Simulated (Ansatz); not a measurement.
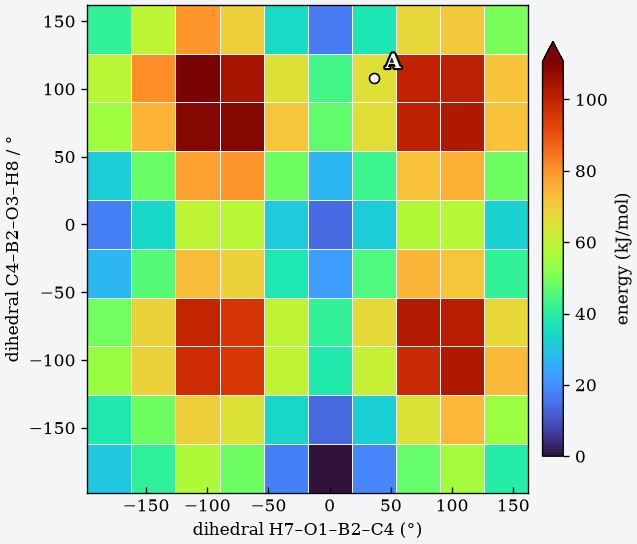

CH₃BF₂O₂, SMILES OB(O)C(F)F. The first coordinate is: dihedral H7–O1–B2–C4; the second: dihedral C4–B2–O3–H8. Nothing is relaxed (all other coordinates rigid). The grid has 10 × 10 points. Energies are in kJ/mol, from the lowest grid point. These are results of RKS PBE0-D4/def2-SVP in Ansatz, not measurements.

In the figure: one coloured cell a grid point, one colour for all values above the top of the scale, the point A.

Q: Is A at rest? If not, where is it pushed?

A: A, at dihedral H7–O1–B2–C4 = 36°, dihedral C4–B2–O3–H8 = 108°, is not a stationary point. The computed force is 1 kJ/mol for each degree towards smaller values of dihedral H7–O1–B2–C4 and 0.52 kJ/mol for each degree towards larger values of dihedral C4–B2–O3–H8.
